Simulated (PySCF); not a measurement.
# C$_{4}$H$_{8}$N$_{2}$Si: what the fields show

```xyz
15

C    -1.1061   -1.4395    0.3314
C    -0.8193    0.0026    0.1281
C    -1.6407    1.0889    0.1382
N    -0.9220    2.2262   -0.1005
C     0.3009    1.8334   -0.2505
N     0.4529    0.4788   -0.1253
Si    1.9386   -0.4335   -0.2599
H    -2.1682   -1.5762    0.5175
H    -0.5476   -1.8286    1.1829
H    -0.8277   -2.0173   -0.5500
H    -2.6990    1.1318    0.3010
H     1.1303    2.4804   -0.4530
H     2.9647    0.5669   -0.5300
H     1.7825   -1.3816   -1.3632
H     2.1564   -1.1241    1.0114
```

Geometry: GFN2-xTB.

The calculation used PBE0/def2-SVPD, SCF density, gas phase (PySCF).

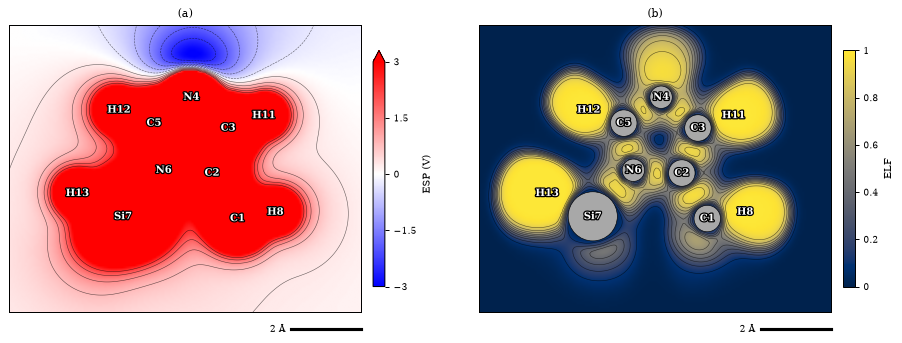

Figure 1. (a) molecular electrostatic potential; (b) ELF on the plane of atoms C1, C2 and C3. Grey discs cover the atomic cores in the ELF map.

### Describe what can be read from this map.

The plane passes through C, N, Si and H nuclei.
C–N (1.29 Å): the ELF peaks at about 0.90 between the atoms; localised, covalent bonding.
C–C (1.36 Å): the ELF peaks at about 0.95 between the atoms (localised, covalent bonding).
Si–N (1.75 Å): the ELF peaks at about 0.95 between the atoms; a polar covalent bond.
C–H (1.07 Å): the ELF climbs to about 1 towards the hydrogen, as it does in any bond to H (an ordinary covalent bond to hydrogen).
C–N (1.37 Å): the ELF peaks at about 0.90 between the atoms: localised, covalent bonding.
The ELF also peaks beside N4, away from the bonds: lone-pair regions.
Outside the dense part of the molecule the potential is most negative (−3.0 V) near N4.

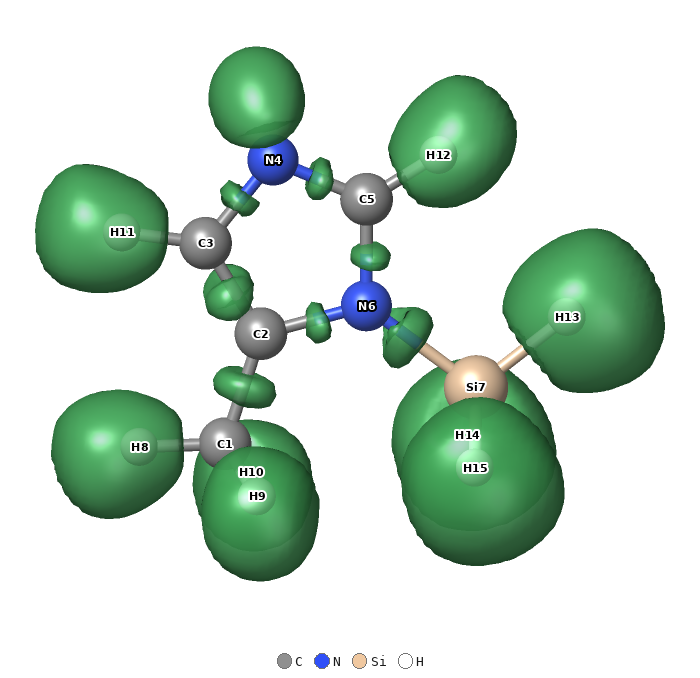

Figure 2. Isosurface of the ELF at 0.85 (green), seen at a tilt. Only the valence region is drawn (cores and ρ < 0.01 e/Å³ removed).

### Identify the bonds, lone pairs and shells in this picture.

The surface consists of two regions between bonded C–C atoms (shared pairs), four regions between bonded C–N atoms (shared pairs), one region between bonded N–Si atoms (shared pairs), eight regions around hydrogen nuclei and one lobe on N, pointing away from the bonds (lone pairs).

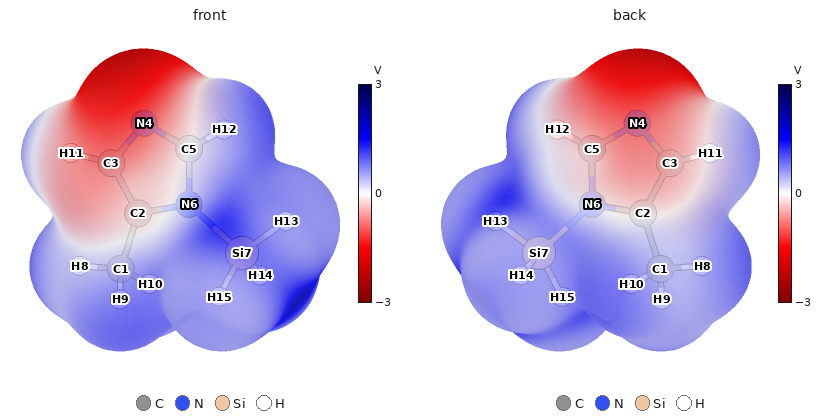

Figure 3. The molecular electrostatic potential painted on the density surface at 0.002 e/bohr³, seen from the front and from behind; red is negative and blue positive.

### Where is the surface potential most negative and most positive?

The most negative region (about −2.2 V) lies over N4, the most positive (about +1.9 V) over Si7. N4 is the likeliest acceptor of a hydrogen bond.
